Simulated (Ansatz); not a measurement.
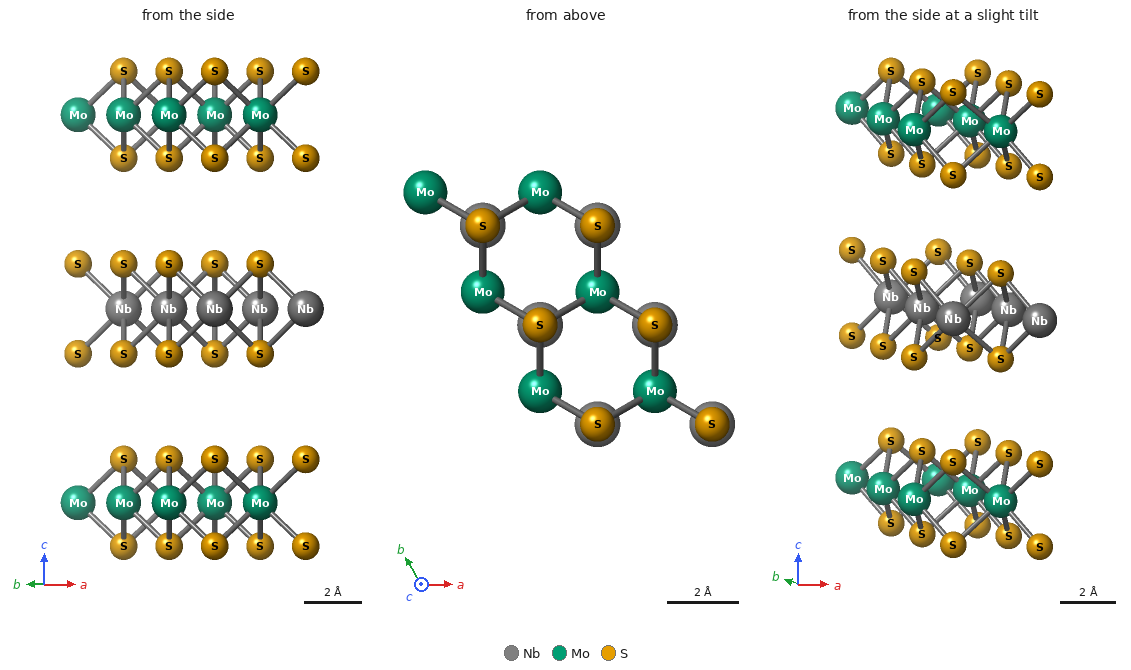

A ball-and-stick picture of a periodic slab, seen from the side, from above and from the side at a slight tilt. The surface normal points up in side views; the vacuum is left out. 2×3 cells are drawn in the plane, with atoms at the edges repeated.

The cell holds 1 Nb, 2 Mo, 6 S.

### Which atoms form the outer planes?

The top face ends in S, the bottom face in S. The two faces are alike.

### Estimate the thickness.

About 17 Å from the lowest to the highest atom.

### What layers make up the slab, from top to bottom?

Nine planes: S / Mo / S / S / Nb / S / S / Mo / S.

Starting structure: a structure type filled with these elements by a generator (whether the compound takes this form wasn't checked). The structure drawn was relaxed with DFT PBE, scalar-relativistic, plane waves, PAW (Ansatz).
